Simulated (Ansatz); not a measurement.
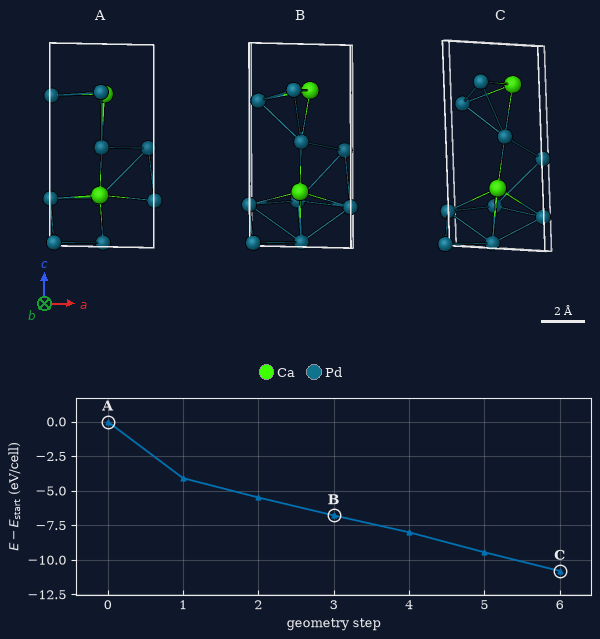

Frames of a relaxation of solid CaPd4 (a generated structure, set up in P1) (coarse preliminary run), marked on the history of the run. The picture is a ball-and-stick view of the cell of the calculation, seen along the b axis.

Theory: Ansatz, DFT PBE, scalar-relativistic, plane waves, PAW.

The input:
```yaml
crystal:
  lattice:
    - [-0.0486250824, 4.9438017111, 0.0598482357]
    - [-0.0172016269, 0.0598482357, 4.8183260467]
    - [9.6241285091, -0.0972501647, -0.0344032537]
  atoms:
    - { symbol: Ca, position: [0.481884856, 0.4862951057, 0.2540412458] }
    - { symbol: Ca, position: [0.5276446823, 0.4607143236, 0.7532776406] }
    - { symbol: Pd, position: [0.5120525999, 0.5279661064, 0.0193158025] }
    - { symbol: Pd, position: [0.499516323, 0.4734041191, 0.489623732] }
    - { symbol: Pd, position: [0.0079727044, 0.4867629444, 0.232753715] }
    - { symbol: Pd, position: [1.0168920646, 0.5092162121, 0.741047684] }
    - { symbol: Pd, position: [0.473017574, -0.0275093175, 0.2402366042] }
    - { symbol: Pd, position: [0.4928655903, 0.1085619427, 0.7625146116] }
    - { symbol: Pd, position: [0.0406185284, 0.0155631774, 0.0163749558] }
    - { symbol: Pd, position: [-0.052464923, -0.040974614, 0.4908140086] }
basis:
  ecutwfc: 420
kpoints:
  mp_grid: { grid: [4, 4, 2] }
hamiltonian:
  xc: pbe
scf:
  occupations: { method: gaussian, width: 0.2 }
  lower_state_search: "off"
output:
  forces: true
  stress: true
  eigenvalues: true
relax:
  adjacent_minimum: "off"
  f_tol: 0.025
  max_steps: 60
  cell: { stress_tol: 0.25 }
```

Run as
```bash
ansatz run input.yaml --threads 1 --pin off --max-ram 2048MiB --backend cpu --events-out ev --progress --plain --runs-dir out
```

> What happens along the run?

The run was cut off at its time limit before the relaxation converged, so the last structure is only a point on the way. The energy falls by 10.799 eV per cell of the calculation in 6 geometry steps. The largest force component goes from 22 to 2.2 eV/Å. The pressure goes from 8.04 to 4.02 GPa. The largest move relative to the cell is that of Pd6, 0.91 Å along [3 2 −1]. By element the largest moves are Pd 0.91 Å, Ca 0.89 Å. The volume changes by −13.5 %, with a 4.944 → 4.554 Å (−7.9 %), b 4.819 → 4.549 Å (−5.6 %), c 9.625 → 9.741 Å (+1.2 %), α 90.4° → 90.3°, β 91.1° → 95.5°, γ 88.6° → 80.6°. Near-neighbour distances that change, for instance: Ca2–Pd9 4.123 → 2.890 Å, Pd6–Pd8 3.772 → 2.587 Å, Ca2–Pd8 1.713 → 2.716 Å, Pd4–Pd6 3.433 → 2.615 Å. New bonds form: Ca2–Pd8 (3.12 → 2.59 Å), Pd3–Pd5 (3.27 → 2.61 Å), Pd4–Pd6 (3.43 → 2.62 Å), Pd5–Pd9 (3.31 → 2.68 Å). Among the angles between lasting bonds that change: Ca2–Pd6–Pd8 134.0° → 81.4°, Pd3–Ca2–Pd6 94.7° → 145.7°, Pd5–Ca1–Pd5 170.5° → 120.3°. The space group stays P1 (No. 1). The run took 6.8 min on 1 thread of Arm Neoverse V1 (shared host), peak memory 0.62 GiB. From step 0 to 3: Pd atoms move most (0.44 Å), volume −4.5 %, energy −6.778 eV per cell of the calculation. From step 3 to 6: Ca2 moves most (0.52 Å), volume −9.5 %, energy −4.020 eV per cell of the calculation.

```tsv
step	E − E(0), meV/atom	largest force component, eV/Å	pressure, GPa	volume, Å³/atom
0	0.00	21.9251	8.04	22.919
1	-408.64	5.5567	1.40	22.886
2	-548.56	3.0662	0.89	22.409
3	-677.83	1.9971	0.97	21.891
4	-800.03	2.2654	1.39	21.250
5	-944.65	2.3356	2.36	20.529
6	-1079.86	2.2184	4.02	19.816
```
